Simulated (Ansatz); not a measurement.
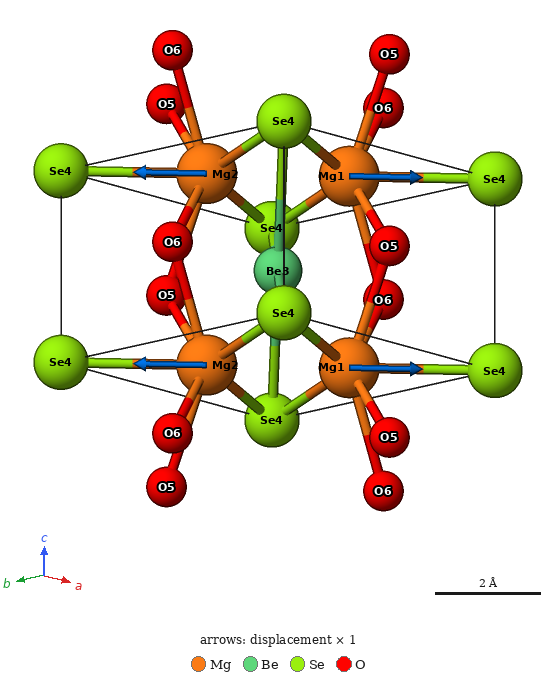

This is a relaxation of a crystal of Mg2BeSeO2 (a generated structure, set up in Cmmm) (coarse preliminary run). The starting structure is drawn; blue arrows show the displacements (the part carried along by the change of the cell is left out), at their true length.

Style: ball-and-stick. Shown: the cell of the calculation, from a free direction.

Method: DFT PBE, scalar-relativistic, plane waves, PAW in Ansatz 0.2.0. Set-up: plane-wave cutoff 420 eV; k-point mesh 4 × 4 × 4; occupations gaussian; smearing width 0.1 eV; collinear spin; cell and atoms relaxed; force threshold 0.04 eV/Å; at most 70 steps.

Q: Atoms of which element are displaced furthest, and by how much?

A: Magnesium: up to 1.43 Å, against 0.00 Å for oxygen.

Q: What did the optimiser do to the structure, and how much energy did it gain?

A: After 16 accepted moves (19 points after the start) the energy has fallen by 5.897 eV per cell of the calculation. The largest force component goes from 2.5 to 0.018 eV/Å. The pressure goes from −4.16 to −0.01 GPa. The SCF was repeated 3 times at an unchanged geometry on a basis and grid sized afresh for the cell, which shifted the energy by 0.415 eV per cell of the calculation at most. The largest moves relative to the cell, 1.43 Å, are those of Mg1 and Mg2. Mg1 goes along [1 −1 0]. O and Se and Be stay in place. Cell: a = b 4.867 → 6.737 Å (+38.4 %), c 4.037 → 2.864 Å (−29.1 %), γ 118.0° → 134.0°. Volume +10.8 %. Near-neighbour distances that change, for instance: Mg1–Mg2 2.740 → 6.926 Å, Mg1–Se4 2.856 → 4.350 Å, Se4–Se4 4.037 → 2.864 Å, Mg1–O5 2.481 → 1.979 Å. Bonds break: Mg1–Se4 (2.86 → 4.35 Å), Mg2–Se4 (2.86 → 4.35 Å). Bond angles that change, for instance: Se4–Mg2–O5 73.2° → 100.6°, O5–Mg2–O6 60.7° → 83.4°, Mg1–O6–Mg2 71.1° → 87.3°. The space group stays Cmmm (No. 65). The program noted that the starting moments weren't kept. The run took 3.3 min on 1 thread of AMD EPYC 7R43 64-Core Processor (Zen 3) (shared host), peak memory 0.47 GiB.

Limits of the set-up: the k-point mesh is coarse for a cell with partly filled bands.
